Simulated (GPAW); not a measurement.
# A 8-layer slab of Ni(100) in an electric field

How does a 8-layer slab of Ni(100) screen a perpendicular field?

Program: GPAW 26.7.0. Level of theory: GPAW, PAW setups; slab in vacuum, relaxation, in the first sound run; inputs show where later runs differ. Results are calculated unless marked as measured.

### Step 1. Set-up

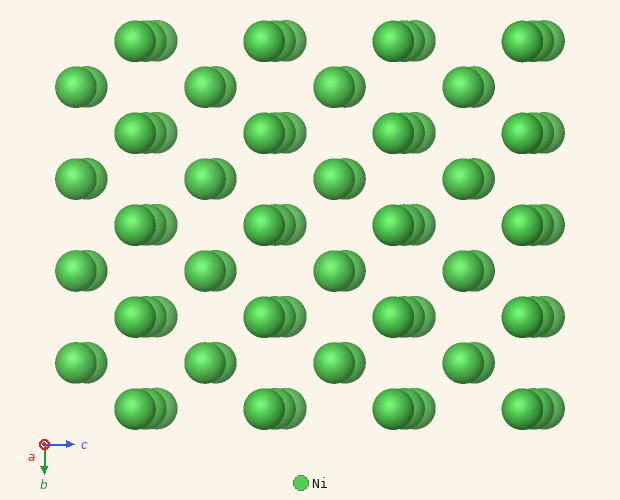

The starting structure, seen from the side, with the c axis across the page (nickel green). 2×4×1 cells are drawn. Some periodic images of atoms are drawn too.

The cell holds 8 atoms: 8 Ni. Cell: a = 2.489 Å, b = 2.489 Å, c = 30.320 Å, α = 90.0°, β = 90.0°, γ = 90.0°. Vacuum lies along c.

### Step 2. Relaxation

The atoms are relaxed first, since the surface dipole, and with it the work function, follows the positions of the outer layers. The lowest 4 atoms are held at bulk positions and keep their forces.

Contents of run.py:

```python
import json
import numpy as np
from ase import Atoms
from ase.constraints import FixAtoms
from ase.optimize import BFGS
from gpaw import GPAW, PW

slab = Atoms(
    ['Ni', 'Ni', 'Ni', 'Ni', 'Ni', 'Ni', 'Ni', 'Ni'],
    positions=[
        [1.24451, 1.24451, 9.00000],
        [0.00000, 0.00000, 10.76000],
        [1.24451, 1.24451, 12.52000],
        [0.00000, 0.00000, 14.28000],
        [1.24451, 1.24451, 16.04000],
        [0.00000, 0.00000, 17.80000],
        [1.24451, 1.24451, 19.56000],
        [0.00000, 0.00000, 21.32000]],
    cell=[[2.48902, 0.0, 0.0], [0.0, 2.48902, 0.0], [0.0, 0.0, 30.32]],
    pbc=[True, True, False],
    magmoms=[0.7, 0.7, 0.7, 0.7, 0.7, 0.7, 0.7, 0.7])

slab.calc = GPAW(mode=PW(400), xc='PBE', kpts={'size': (13, 13, 1), 'gamma': True},
                 occupations={'name': 'fermi-dirac', 'width': 0.1}, nbands='160%',
                 convergence={'density': 1e-05}, maxiter=200,
                 poissonsolver={'dipolelayer': 'xy'},
                 symmetry={'tolerance': 1e-3, 'extra_ids': [1, 1, 1, 1, 0, 0, 0, 0]}, txt='slab.txt')
result = {}
slab.set_constraint(FixAtoms([0, 1, 2, 3]))
path = []
opt = BFGS(slab, maxstep=0.2)
opt.attach(lambda: path.append((slab.get_potential_energy(), slab.positions.tolist(), slab.get_forces().tolist())))
result['relaxed'] = bool(opt.run(fmax=0.03, steps=40))
result['path'] = path
energy = slab.get_potential_energy()
fermi = slab.calc.get_fermi_level()
v = slab.calc.get_electrostatic_potential().mean((0, 1)) - fermi
n = slab.calc.get_pseudo_density().mean((0, 1))
L = slab.cell[2, 2]
z = np.arange(len(v)) * L / len(v)
low, high = slab.positions[:, 2].min(), slab.positions[:, 2].max()
below, above = np.interp([low - 6.8, high + 6.8], z, v)
slopes = [np.interp(x, z, np.gradient(v, z)) for x in (low - 6.8, high + 6.8)]
eps = np.array([[slab.calc.get_eigenvalues(k, s) for k in range(len(slab.calc.get_ibz_k_points()))]
                for s in range(slab.calc.get_number_of_spins())]) - fermi
top, bottom = eps[eps < 0].max(), eps[eps > 0].min()
dipole = slab.get_dipole_moment()[2]
print(f'energy {energy:.4f} eV, Fermi level {fermi:.4f} eV, dipole {dipole:.5f} e A')
print(f'potential 6.8 A off the faces, from the Fermi level: lower {below:.4f} eV, upper {above:.4f} eV')
print(f'slope of the potential there: lower {slopes[0]:.5f}, upper {slopes[1]:.5f} eV/A')
print(f'nearest levels on the mesh: {top:.4f} and {bottom:.4f} eV')
print('magnetic moment', round(slab.get_magnetic_moment(), 3))
result.update(energy=energy, fermi=fermi, dipole=dipole, below=below, above=above, slopes=slopes, edges=[top, bottom],
              z=z.tolist(), v=v.tolist(), n=n.tolist(), positions=slab.positions.tolist(),
              forces=slab.get_forces(apply_constraint=False).tolist(), moments=slab.get_magnetic_moments().tolist())
json.dump(result, open('result.json', 'w'))
```

Started as:

```sh
OMP_NUM_THREADS=1 OPENBLAS_NUM_THREADS=1 python run.py
```

Output:

```text
Step          Energy          fmax
BFGS:    0      -56.437149        0.376071
BFGS:    1      -56.439887        0.304120
BFGS:    2      -56.445250        0.091901
BFGS:    3      -56.445365        0.078092
BFGS:    4      -56.445715        0.036656
BFGS:    5      -56.445763        0.036123
BFGS:    6      -56.445822        0.027131
energy -56.2317 eV, Fermi level 1.3701 eV, dipole 0.00022 e A
potential 6.8 A off the faces, from the Fermi level: lower 4.9471 eV, upper 4.9439 eV
slope of the potential there: lower 0.00001, upper 0.00000 eV/A
nearest levels on the mesh: -0.0175 and 0.0013 eV
magnetic moment 5.321
```

It took 4 h on 1 thread of Arm Neoverse N1, shared host; peak memory 0.55 GiB.

Relaxation path:

| step | energy less that of the first step (eV) | largest force (eV/Å) |
| --- | --- | --- |
| 1 | 0.0000 | 0.3761 |
| 2 | -0.0029 | 0.3041 |
| 3 | -0.0092 | 0.0919 |
| 4 | -0.0093 | 0.0781 |
| 5 | -0.0098 | 0.0367 |
| 6 | -0.0099 | 0.0361 |
| 7 | -0.0100 | 0.0271 |

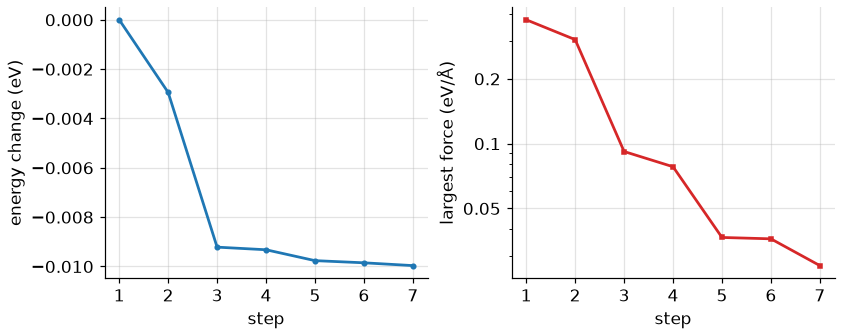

Energy and largest force along the relaxation.

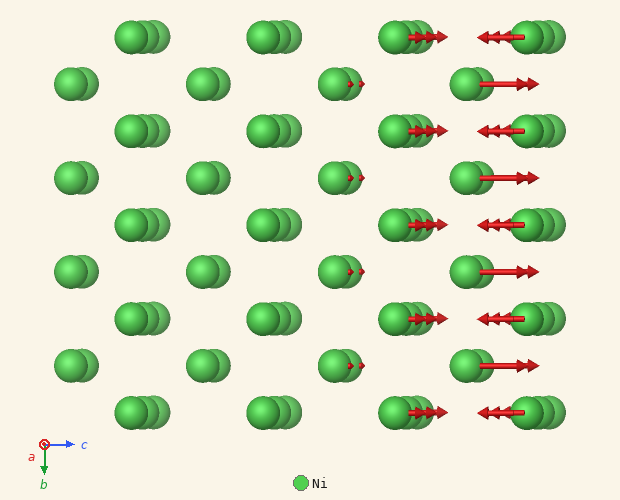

Displacements in the relaxation, exaggerated; the longest in the cell stands for 0.03 Å. 2×4×1 cells are drawn. Some periodic images of atoms are drawn too.

The atoms that moved most (Å):

| atom | dx | dy | dz | length |
| --- | --- | --- | --- | --- |
| Ni7 | 0.000 | 0.000 | 0.031 | 0.031 |
| Ni8 | 0.000 | 0.000 | -0.023 | 0.023 |
| Ni6 | 0.000 | 0.000 | 0.011 | 0.011 |

Final coordinates:

```xyz
8
Lattice="2.4890 0.0000 0.0000 0.0000 2.4890 0.0000 0.0000 0.0000 30.3200" Properties=species:S:1:pos:R:3
Ni    1.2445    1.2445    9.0000
Ni    0.0000    0.0000   10.7600
Ni    1.2445    1.2445   12.5200
Ni    0.0000    0.0000   14.2800
Ni    1.2445    1.2445   16.0438
Ni    0.0000    0.0000   17.8113
Ni    1.2445    1.2445   19.5908
Ni    0.0000    0.0000   21.2967
```

Numbers from this step:

```yaml
dipole_along_the_normal: 2.19e-4 e·Å
levels_nearest_the_fermi_level_on_the_mesh: -0.01745, 0.001273 eV from the Fermi level
upper_work_function: 4.944 eV
lower_work_function: 4.947 eV
site_moments: 0.7764, 0.6936, 0.6827, 0.6664, 0.6665, 0.6814, 0.6948, 0.7725 μB
sum_of_the_site_moments: 5.634 μB
```

The electrostatic potential energy of an electron (without an applied field's), less the Fermi level, planar mean oscillates, so the rows of the table below give means over windows of 1.73 Å about each position, cut where the curve ends. Its maxima inside the range that stand out by 2 % of the span (Å: eV): 9.9: -2.12, 11.6: -2.33, 13.4: -2.25, 15.2: -2.19, 16.9: -2.18, 18.7: -2.08, 20.5: -2.71. Its minima: 9.0: -15.7, 10.7: -15.8, 12.6: -15.8, 14.3: -15.9, 16.0: -15.9, 17.8: -15.7, 19.6: -16.0, 21.3: -15.7.

Electrostatic potential energy of an electron (without an applied field's), less the Fermi level, planar mean against z; means over each step:

| z (Å) | electrostatic potential energy of an electron (without an applied field's), less the Fermi level, planar mean (eV) |
| --- | --- |
| 0.86 | 4.95 |
| 2.59 | 4.95 |
| 4.32 | 4.95 |
| 6.05 | 4.90 |
| 7.78 | 1.33 |
| 9.51 | -8.37 |
| 11.24 | -8.55 |
| 12.97 | -8.55 |
| 14.70 | -8.54 |
| 16.43 | -8.53 |
| 18.16 | -8.49 |
| 19.89 | -8.83 |
| 21.62 | -7.17 |
| 23.35 | 4.52 |
| 25.08 | 4.94 |
| 26.81 | 4.94 |
| 28.54 | 4.94 |

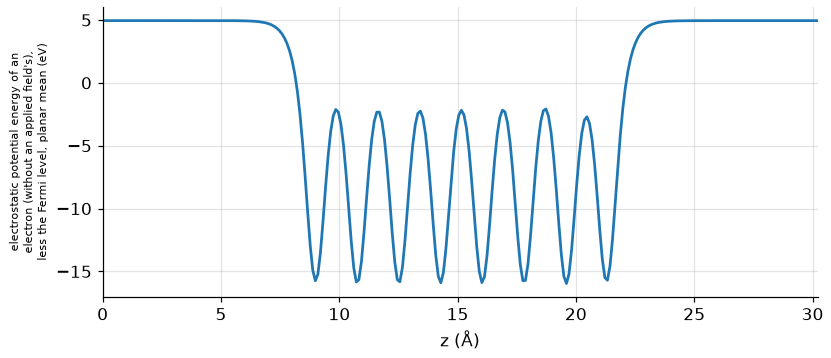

Electrostatic potential energy of an electron (without an applied field's), less the Fermi level, planar mean, plotted against z.

The pseudo valence density, planar mean oscillates, so the rows of the table below give means over windows of 1.73 Å about each position, cut where the curve ends. Its maxima inside the range that stand out by 2 % of the span (Å: e/Å³): 9.1: 3.15, 10.8: 3.25, 12.6: 3.31, 14.3: 3.35, 16.0: 3.34, 17.8: 3.29, 19.5: 3.14, 21.2: 3.23. Its minima: 10.0: 0.382, 11.7: 0.375, 13.4: 0.371, 15.2: 0.367, 16.9: 0.367, 18.6: 0.369, 20.4: 0.417.

Pseudo valence density, planar mean against z; means over each step:

| z (Å) | pseudo valence density, planar mean (e/Å³) |
| --- | --- |
| 4.32 | 1.9e-5 |
| 6.05 | 0.00163 |
| 7.78 | 0.232 |
| 9.51 | 1.46 |
| 11.24 | 1.47 |
| 12.97 | 1.47 |
| 14.70 | 1.47 |
| 16.43 | 1.47 |
| 18.16 | 1.47 |
| 19.89 | 1.50 |
| 21.62 | 1.38 |
| 23.35 | 0.0162 |
| 25.08 | 1.9e-4 |

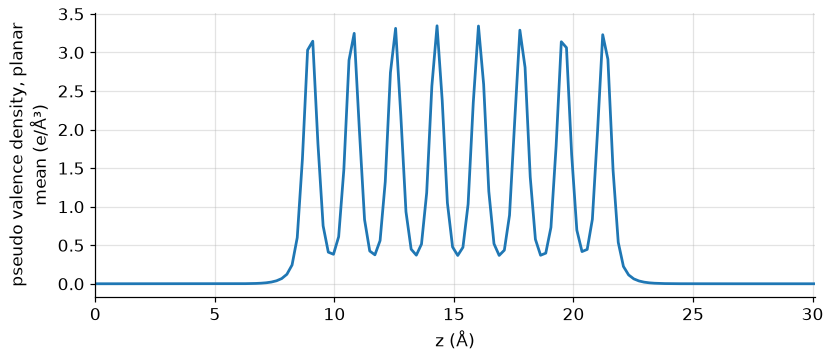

Pseudo valence density, planar mean against z.

Site moment by atom:

| atom | site moment (μB) |
| --- | --- |
| Ni1 | 0.776 |
| Ni2 | 0.694 |
| Ni3 | 0.683 |
| Ni4 | 0.666 |
| Ni5 | 0.667 |
| Ni6 | 0.681 |
| Ni7 | 0.695 |
| Ni8 | 0.773 |

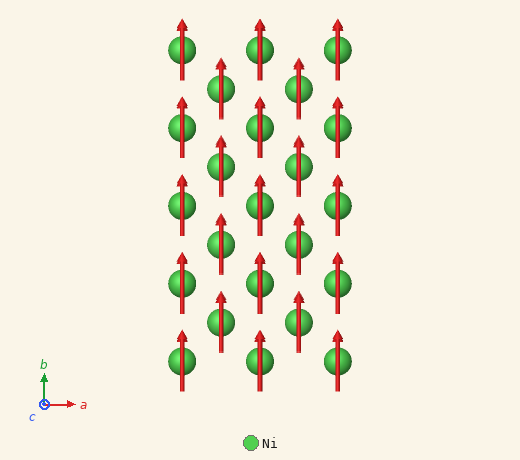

Site moment as arrows, the longest 0.776 μB. Up and down stand for the sign. Arrows give size and sign along the axis of quantisation, drawn up and down the page. 2×4×1 cells are drawn. Some periodic images of atoms are drawn too.

The relaxation lowered the energy of the cell by 0.00996 eV (energies extrapolated to zero smearing; the optimiser's log prints free energies). The largest force left on a free atom is 0.027 eV/Å.

### Step 3. Plane waves, PBE

With the geometry fixed, the planar mean of the potential gives the vacuum level on each side.

This step: GPAW, PAW setups; slab in vacuum (GPAW 26.7.0).

Edit run.py of step 2 so:

```diff
@@ -3,4 +3,2 @@
 from ase import Atoms
-from ase.constraints import FixAtoms
-from ase.optimize import BFGS
 from gpaw import GPAW, PW
@@ -14,6 +12,6 @@
         [0.00000, 0.00000, 14.28000],
-        [1.24451, 1.24451, 16.04000],
-        [0.00000, 0.00000, 17.80000],
-        [1.24451, 1.24451, 19.56000],
-        [0.00000, 0.00000, 21.32000]],
+        [1.24451, 1.24451, 16.04382],
+        [-0.00000, -0.00000, 17.81126],
+        [1.24451, 1.24451, 19.59083],
+        [-0.00000, -0.00000, 21.29675]],
     cell=[[2.48902, 0.0, 0.0], [0.0, 2.48902, 0.0], [0.0, 0.0, 30.32]],
@@ -26,10 +24,4 @@
                  poissonsolver={'dipolelayer': 'xy'},
-                 symmetry={'tolerance': 1e-3, 'extra_ids': [1, 1, 1, 1, 0, 0, 0, 0]}, txt='slab.txt')
+                 symmetry={'tolerance': 1e-3}, txt='slab.txt')
 result = {}
-slab.set_constraint(FixAtoms([0, 1, 2, 3]))
-path = []
-opt = BFGS(slab, maxstep=0.2)
-opt.attach(lambda: path.append((slab.get_potential_energy(), slab.positions.tolist(), slab.get_forces().tolist())))
-result['relaxed'] = bool(opt.run(fmax=0.03, steps=40))
-result['path'] = path
 energy = slab.get_potential_energy()
```

Output:

```text
energy -56.2316 eV, Fermi level 1.3701 eV, dipole 0.00018 e A
potential 6.8 A off the faces, from the Fermi level: lower 4.9469 eV, upper 4.9436 eV
slope of the potential there: lower 0.00002, upper -0.00005 eV/A
nearest levels on the mesh: -0.0174 and 0.0013 eV
magnetic moment 5.321
```

Elapsed: 1.5 h, on 1 thread; peak memory 0.54 GiB.

This step gave:

- dipole along the normal: 1.76e-4 e·Å
- levels nearest the Fermi level on the mesh: -0.01744, 0.001277 eV from the Fermi level
- site moments: 0.7764, 0.6936, 0.6828, 0.6664, 0.6665, 0.6813, 0.6948, 0.7725 μB

The electrostatic potential energy of an electron (without an applied field's), less the Fermi level, planar mean oscillates, so the rows of the table below give means over windows of 1.73 Å about each position, cut where the curve ends. Its maxima inside the range that stand out by 2 % of the span (Å: eV): 9.9: -2.12, 11.6: -2.33, 13.4: -2.25, 15.2: -2.19, 16.9: -2.18, 18.7: -2.08, 20.5: -2.71. Its minima: 9.0: -15.7, 10.7: -15.8, 12.6: -15.8, 14.3: -15.9, 16.0: -15.9, 17.8: -15.7, 19.6: -16.0, 21.3: -15.7.

Electrostatic potential energy of an electron (without an applied field's), less the Fermi level, planar mean against z; means over each step:

(Unchanged from step 2.)

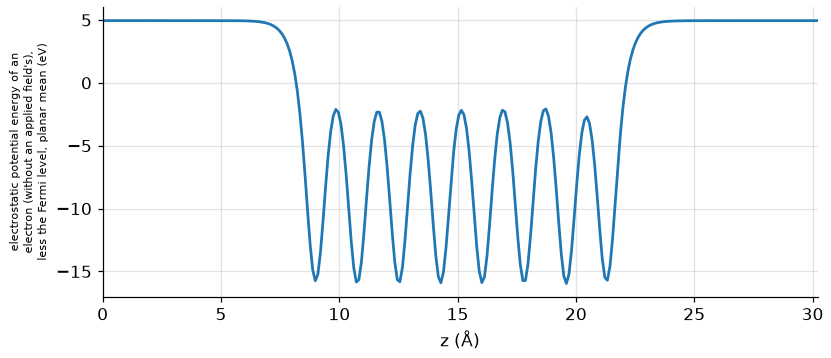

Electrostatic potential energy of an electron (without an applied field's), less the Fermi level, planar mean, plotted against z.

The pseudo valence density, planar mean oscillates, so the rows of the table below give means over windows of 1.73 Å about each position, cut where the curve ends. Its maxima inside the range that stand out by 2 % of the span (Å: e/Å³): 9.1: 3.15, 10.8: 3.25, 12.6: 3.31, 14.3: 3.35, 16.0: 3.34, 17.8: 3.29, 19.5: 3.14, 21.2: 3.23. Its minima: 10.0: 0.382, 11.7: 0.375, 13.4: 0.371, 15.2: 0.367, 16.9: 0.367, 18.6: 0.369, 20.4: 0.417.

Table of pseudo valence density, planar mean by z; means over each step:

(Unchanged from step 2.)

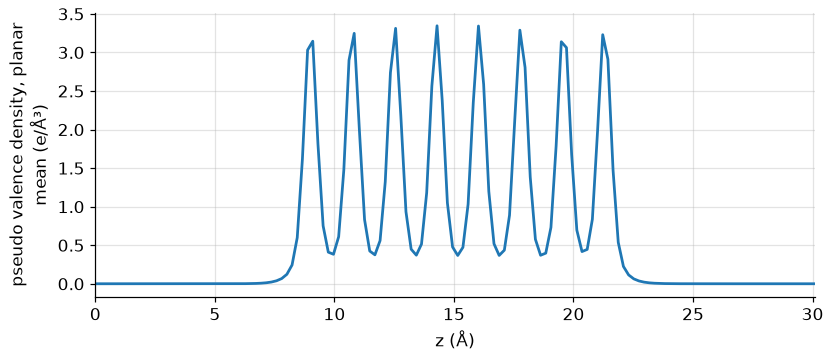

Pseudo valence density, planar mean against z.

Force by atom:

| atom | x (eV/Å) | y (eV/Å) | z (eV/Å) | size |
| --- | --- | --- | --- | --- |
| Ni1 | 0.000 | 0.000 | 0.262 | 0.262 |
| Ni2 | 0.000 | 0.000 | -0.377 | 0.377 |
| Ni3 | 0.000 | 0.000 | 0.036 | 0.036 |
| Ni4 | 0.000 | 0.000 | 0.026 | 0.026 |
| Ni5 | 0.000 | 0.000 | 0.026 | 0.026 |
| Ni6 | 0.000 | 0.000 | -0.006 | 0.006 |
| Ni7 | 0.000 | 0.000 | 0.006 | 0.006 |
| Ni8 | 0.000 | 0.000 | 0.025 | 0.025 |

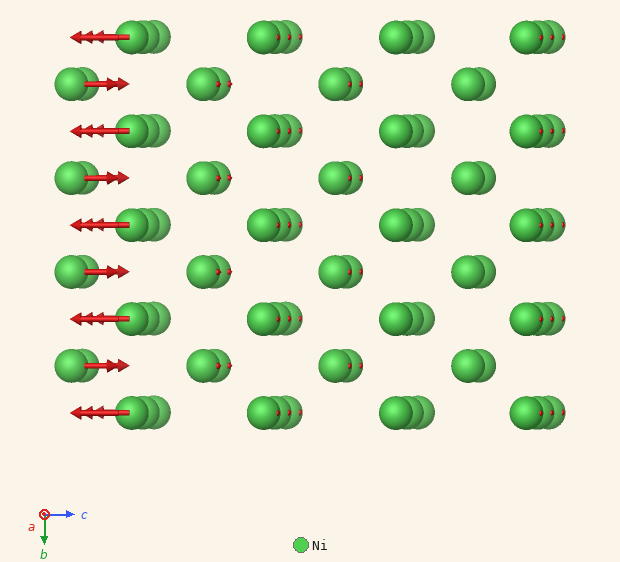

Force as arrows, the longest 0.377 eV/Å. 2×4×1 cells are drawn. Some periodic images of atoms are drawn too.

The potential is flat to 5.3e-5 eV/Å where it is read, so the vacuum is wide enough.

### Step 4. In a field

A uniform field along the normal polarises the slab; the atoms stay fixed, so this is the electronic response alone.

Edit run.py of step 3 so:

```diff
@@ -4,2 +4,3 @@
 from gpaw import GPAW, PW
+from gpaw.external import ConstantElectricField
 
@@ -24,2 +25,3 @@
                  poissonsolver={'dipolelayer': 'xy'},
+                 external=ConstantElectricField(-0.2, [0, 0, 1]),
                  symmetry={'tolerance': 1e-3}, txt='slab.txt')
```

Output:

```text

```

The job ended after 4.1 h (1 thread; peak memory 1.3 GiB).

The run was cut off at its time limit.

### Step 5. Field on

Edit run.py of step 4 so:

```diff
@@ -25,3 +25,3 @@
                  poissonsolver={'dipolelayer': 'xy'},
-                 external=ConstantElectricField(-0.2, [0, 0, 1]),
+                 external=ConstantElectricField(-0.1, [0, 0, 1]),
                  symmetry={'tolerance': 1e-3}, txt='slab.txt')
```

Output:

```text

```

It took 4.1 h on 1 thread; peak memory 1.3 GiB.

The run was cut off at its time limit.

### Step 6. Field on

Edit run.py of step 5 so:

```diff
@@ -25,3 +25,3 @@
                  poissonsolver={'dipolelayer': 'xy'},
-                 external=ConstantElectricField(-0.1, [0, 0, 1]),
+                 external=ConstantElectricField(-0.05, [0, 0, 1]),
                  symmetry={'tolerance': 1e-3}, txt='slab.txt')
```

Output:

```text

```

Wall time 2.7 h (1 thread); peak memory 1.3 GiB.

The run was cut off at its time limit.

### Step 7. In a field

Edit run.py of step 6 so:

```diff
@@ -25,3 +25,3 @@
                  poissonsolver={'dipolelayer': 'xy'},
-                 external=ConstantElectricField(-0.05, [0, 0, 1]),
+                 external=ConstantElectricField(0.05, [0, 0, 1]),
                  symmetry={'tolerance': 1e-3}, txt='slab.txt')
```

Output:

```text

```

Run time: 73 min. Hardware: 1 thread; peak memory 1.3 GiB.

The run was cut off at its time limit.

### Step 8. In a field

Edit run.py of step 7 so:

```diff
@@ -25,3 +25,3 @@
                  poissonsolver={'dipolelayer': 'xy'},
-                 external=ConstantElectricField(0.05, [0, 0, 1]),
+                 external=ConstantElectricField(0.1, [0, 0, 1]),
                  symmetry={'tolerance': 1e-3}, txt='slab.txt')
```

Output:

```text

```

Run time: 20 s. Hardware: 1 thread; peak memory 0.39 GiB.

The run was cut off at its time limit.

### Step 9. In a field

Edit run.py of step 8 so:

```diff
@@ -25,3 +25,3 @@
                  poissonsolver={'dipolelayer': 'xy'},
-                 external=ConstantElectricField(0.1, [0, 0, 1]),
+                 external=ConstantElectricField(0.2, [0, 0, 1]),
                  symmetry={'tolerance': 1e-3}, txt='slab.txt')
```

Output:

```text

```

Wall time 20 s (1 thread); peak memory 0.38 GiB.

The run was cut off at its time limit.

### Step 10. In a field

Edit run.py of step 9 so:

```diff
@@ -25,3 +25,3 @@
                  poissonsolver={'dipolelayer': 'xy'},
-                 external=ConstantElectricField(0.2, [0, 0, 1]),
+                 external=ConstantElectricField(0.3, [0, 0, 1]),
                  symmetry={'tolerance': 1e-3}, txt='slab.txt')
```

Output:

```text

```

The job ended after 20 s (1 thread; peak memory 0.39 GiB).

The run was cut off at its time limit.

### Step 11. Outcome

```yaml
work_function_both_faces: 4.94 eV
dipole_along_the_normal: 1.8e-4 e Å, near the numerical noise
```

In words: With plane waves and PBE the work function is 4.94 eV on the upper face and 4.95 eV on the lower. The measured value for this face is 5.17 eV (as compiled in "Anisotropic work function of elemental crystals", 2019, arxiv:1902.07811); the relaxed upper face lies 0.23 eV under it with PBE. Measured work functions scatter by a tenth of an eV or more between methods. One magnetic start was tried; another order may lie lower. The in-plane lattice was kept as typed, which isn't the functional's own and leaves some strain; spin-orbit coupling and temperature are left out.

[Logs are printed without paths, hosts, clocks, repeated set-up lines and the standing remarks that a program may print on its own settings, such as how far it seeks lower states.]

[Hosts, paths, dates, database ids (printed as entryN), source tags and the programs' standing remarks are cut or masked in the printed files.]
